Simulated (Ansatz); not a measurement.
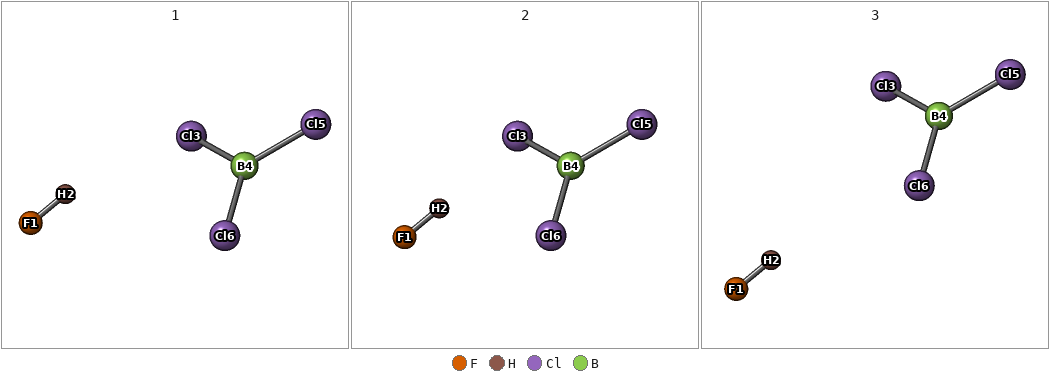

The pair FH···BCl₃. Coordinates scanned: (1) separation of Cl3 and H2 along their line in the relaxed pair; (2) sideways slip of F1, H2. Nothing is relaxed (both partners rigid). The scan uses a 15 × 15 grid. Points are written as (first, second). Energies: meV, counted from the two partners far apart, frozen as in the relaxed pair, each in its own basis (no counterpoise correction). Method: Ansatz, RKS PBE-D4/def2-SVPD.

The numbered pictures are structures from this grid.

Which is the most stable, and how do the others follow?

2, at (2.221 Å, 0.000 Å): −174 meV; 1, at (2.714 Å, 1.286 Å): −69 meV; 3, at (4.264 Å, −1.500 Å): −47 meV.

The map, with the structures marked:

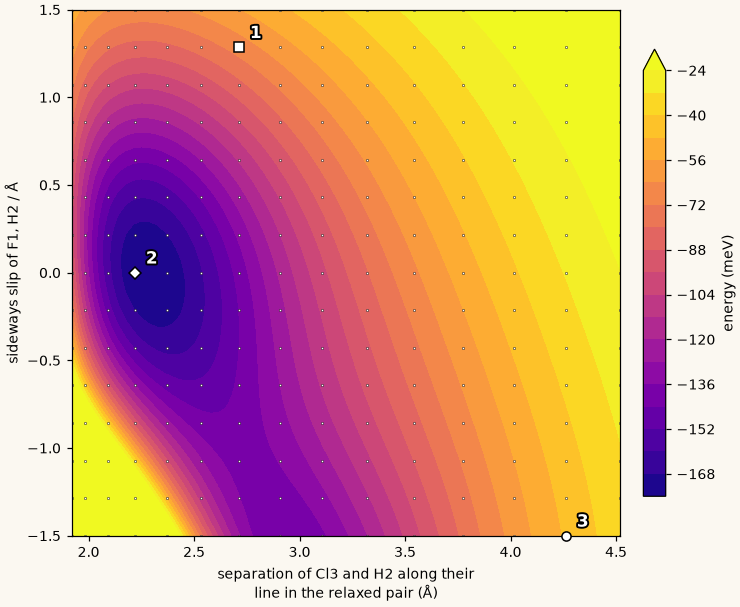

The picture shows filled contours, dots at the grid points, one colour for all values above the top of the scale. Between grid points the surface is interpolated.
